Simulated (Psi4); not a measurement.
**Cu2 (SMILES [Cu][Cu]): revPBE/def2-SVPD**

What is the energy change on altering one bond length of Cu2 at revPBE/def2-SVPD? 

The results are computed with Psi4 1.11.

15 further runs of the same task are left out: 15 that didn't finish.

**1. Starting point**

Cu2 has 2 atoms, charge 0, and is taken as a singlet. As SMILES, `[Cu][Cu]`. Geometry: the measured bond length.

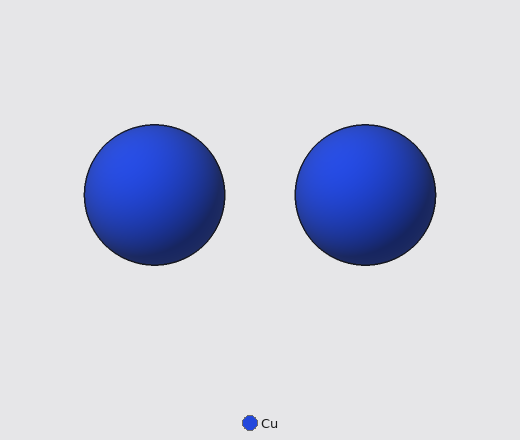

The structure, seen from a chosen angle (copper blue).

**2. Energy and gradient at revPBE/def2-SVPD**

input.inp

```
memory 1600 MB

molecule molecule1 {
  0 1
  Cu     0.00000000     0.00000000     0.00000000
  Cu     0.00000000     0.00000000     4.19462508
  units bohr
  symmetry c1
}

set {
  basis                def2-SVPD
  puream               true
  e_convergence        1e-09
  d_convergence        1e-08
  scf_type             pk
  dft_radial_points    99
  dft_spherical_points 590
}

energy_value, wavefunction = gradient("revpbe", return_wfn=True)
oeprop(wavefunction, "MULLIKEN_CHARGES", "DIPOLE", "QUADRUPOLE")
```

On the command line:

```bash
psi4 input.inp input.out -n 1
```

input.out:

```text
[...]
  Running in c1 symmetry.
[...]
  Nuclear repulsion =  200.494676868713157
[...]
  Multiplicity = 1
[...]
  Nalpha       = 29
  Nbeta        = 29
[...]
    Number of basis functions: 68
[...]
   @RKS iter   1: -3275.98296262825988   -3.31134e-01   4.38327e-02 DIIS/ADIIS
[...]
   @RKS iter  12: -3280.34273183709092   -5.45697e-12   4.38240e-09 DIIS
[...]
    Orbital Energies [Eh]
    ---------------------
    Doubly Occupied:
       1A   -321.502011     2A   -321.501980     3A    -38.256614
       4A    -38.256581     5A    -33.556715     6A    -33.556713
       7A    -33.553251     8A    -33.553251     9A    -33.553231
      10A    -33.553231    11A     -4.053166    12A     -4.052511
      13A     -2.596226    14A     -2.591074    15A     -2.584155
      16A     -2.584155    17A     -2.583658    18A     -2.583658
      19A     -0.207050    20A     -0.177309    21A     -0.177309
      22A     -0.166039    23A     -0.154225    24A     -0.154224
      25A     -0.147903    26A     -0.147903    27A     -0.145464
      28A     -0.145321    29A     -0.145321
[...]
  @RKS Final Energy: -3280.34273183709092
   => Energetics <=
    Nuclear Repulsion Energy =            200.4946768687131566
    One-Electron Energy =               -4974.9165696746094909
    Two-Electron Energy =                1628.2151101254100922
    DFT Exchange-Correlation Energy =    -134.1359491566051076
    Empirical Dispersion Energy =           0.0000000000000000
    VV10 Nonlocal Energy =                  0.0000000000000000
    Total Energy =                      -3280.3427318370909234
[...]
  -Total Gradient:
     Atom            X                  Y                   Z
    ------   -----------------  -----------------  -----------------
       1       -0.000000000000     0.000000000001     0.000182196773
       2       -0.000000000001     0.000000000000    -0.000182196772
[...]
 Multipole Moments:
 ------------------------------------------------------------------------------------
     Multipole            Electronic (a.u.)      Nuclear  (a.u.)        Total (a.u.)
 ------------------------------------------------------------------------------------
 L = 1.  Multiply by 2.5417464519 to convert [e a0] to [Debye]
 Dipole X            :          0.0000000            0.0000000            0.0000000
 Dipole Y            :          0.0000000            0.0000000            0.0000000
 Dipole Z            :         -0.0000002            0.0000000           -0.0000002
 Magnitude           :                                                    0.0000002
 L = 2.  Multiply by 1.3450342976 to convert [e a0^2] to [Debye ang]
 Quadrupole XX       :        -20.7377063            0.0000000          -20.7377063
 Quadrupole XY       :         -0.0000000            0.0000000           -0.0000000
[...]
  Mulliken Charges: (a.u.)
   Center  Symbol    Alpha    Beta     Spin     Total
       1    CU    14.50000 14.50000  0.00000  0.00000
       2    CU    14.50000 14.50000  0.00000 -0.00000
   Total alpha = 29.00000, Total beta = 29.00000, Total charge =  0.00000
    Psi4 run time: 0:00:07.21
```

It took 8.4 s on 1 thread of Intel Xeon Platinum 8488C (Sapphire Rapids), shared host; peak memory 0.41 GiB.

**3. The distorted shape**

job.py

```python
import psi4

psi4.set_memory(1600000000)
psi4.set_num_threads(1)
psi4.core.set_output_file('run.log', False)

molecule = psi4.geometry("""
Cu
Cu 1 3.9955
symmetry c1
no_reorient
no_com
""")

psi4.set_options({
    'basis': 'def2-SVPD',
    'puream': True,
    'e_convergence': 1e-09,
    'd_convergence': 1e-08,
    'scf_type': 'pk',
    'dft_radial_points': 99,
    'dft_spherical_points': 590,
})

result, w = psi4.gradient("revpbe", molecule=molecule, return_wfn=True)
psi4.oeprop(w, "LOWDIN_CHARGES", "MULLIKEN_CHARGES", "MAYER_INDICES")
print('gradient / Eh bohr^-1')
print(result.np.round(6))
print(f'energy = {w.energy():.10f} Eh')
```

On the command line:

```bash
python job.py
```

run.log, cut to the lines that bear on the results:

```text
[...]
  Running in c1 symmetry.
[...]
  Nuclear repulsion =  111.384816461887141
[...]
  Multiplicity = 1
[...]
  Nalpha       = 29
  Nbeta        = 29
[...]
    Number of basis functions: 68
[...]
   @RKS iter   1: -3276.09002014044518   -1.16010e+00   4.25135e-02 ADIIS/DIIS
[...]
   @RKS iter  15: -3280.26379869860966   -2.72848e-12   1.80864e-09 DIIS
[...]
  @RKS Final Energy: -3280.26379869860966
   => Energetics <=
    Nuclear Repulsion Energy =            111.3848164618871408
    One-Electron Energy =               -4797.8368140483989919
    Two-Electron Energy =                1540.3489470896820421
    DFT Exchange-Correlation Energy =    -134.1607482017803648
    Empirical Dispersion Energy =           0.0000000000000000
    VV10 Nonlocal Energy =                  0.0000000000000000
    Total Energy =                      -3280.2637986986096621
[...]
 Multipole Moments:
 ------------------------------------------------------------------------------------
     Multipole            Electronic (a.u.)      Nuclear  (a.u.)        Total (a.u.)
 ------------------------------------------------------------------------------------
 L = 1.  Multiply by 2.5417464519 to convert [e a0] to [Debye]
 Dipole X            :         -0.0000000            0.0000000           -0.0000000
 Dipole Y            :          0.0000000            0.0000000            0.0000000
 Dipole Z            :         -0.0000000            0.0000000           -0.0000000
 Magnitude           :                                                    0.0000000
[...]
  -Total Gradient:
     Atom            X                  Y                   Z
    ------   -----------------  -----------------  -----------------
       1        0.000000000000     0.000000000001    -0.014715888856
       2        0.000000000001    -0.000000000000     0.014715888857
[...]
  Mulliken Charges: (a.u.)
   Center  Symbol    Alpha    Beta     Spin     Total
       1    CU    14.50000 14.50000  0.00000  0.00000
       2    CU    14.50000 14.50000  0.00000 -0.00000
   Total alpha = 29.00000, Total beta = 29.00000, Total charge =  0.00000
  Lowdin Charges: (a.u.)
   Center  Symbol    Alpha    Beta     Spin     Total
       1    CU    14.50000 14.50000  0.00000  0.00000
       2    CU    14.50000 14.50000  0.00000 -0.00000
  Total alpha = 29.00000, Total beta = 29.00000, Total charge =  0.00000
[...]
```

On the terminal:

```text
gradient / Eh bohr^-1
[[ 0.        0.       -0.014716]
 [ 0.       -0.        0.014716]]
energy = -3280.2637986986 Eh
```

Run time: 6 s. Hardware: 1 thread of Intel Xeon Platinum 8488C (Sapphire Rapids), shared host; peak memory 0.39 GiB.

**4. Results**

At revPBE/def2-SVPD:

| quantity | value |
| --- | --- |
| first shape: total energy | -3280.34273 Eh |
| first shape: dipole moment | 0.00 D |
| first shape: HOMO energy | -3.95 eV |
| first shape: LUMO energy | -2.57 eV |
| first shape: HOMO–LUMO gap | 1.38 eV |
| first shape: largest force on an atom | 0.009 eV/Å |
| distorted shape: total energy | -3280.26380 Eh |
| distorted shape: dipole moment | 0.00 D |
| distorted shape: HOMO energy | -3.76 eV |
| distorted shape: LUMO energy | -3.43 eV |
| distorted shape: HOMO–LUMO gap | 0.33 eV |
| distorted shape: largest force on an atom | 0.757 eV/Å |
| energy change with the Cu1–Cu2 bond stretched from 2.220 to 3.995 Å | 2.148 eV |

In words: One bond (distorted shape) is far stretched, which a spin-restricted single reference describes badly; a broken-symmetry solution may lie lower. With the Cu1–Cu2 bond stretched from 2.220 to 3.995 Å the energy rises by 2.15 eV (50 kcal/mol). A restricted reference can't describe the breaking bond well at this length.
